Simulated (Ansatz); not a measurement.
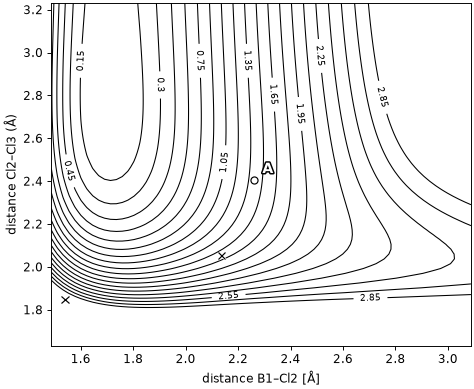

The system B + Cl₂, spin multiplicity 2. First axis: distance B1–Cl2. Second axis: distance Cl2–Cl3. Nothing is relaxed (the angle B1–Cl2–Cl3 is fixed at 180 degrees). The scan uses a 15 × 15 grid. At 2 points there is no value. Points are written as (first, second). Energies are in eV, from the lowest grid point. Computed with UKS PBE0-D4/def2-TZVPD in Ansatz.

Drawn: contour lines labelled in eV (none above 2.85), crosses at grid points without a value, the point A. Between grid points the surface is interpolated.

### Is A at rest? If not, where is it pushed?

A, at (2.261 Å, 2.405 Å), is not a stationary point. The computed force is 2.9 eV for each Å towards smaller values of distance B1–Cl2 and 0.29 eV for each Å towards larger values of distance Cl2–Cl3.
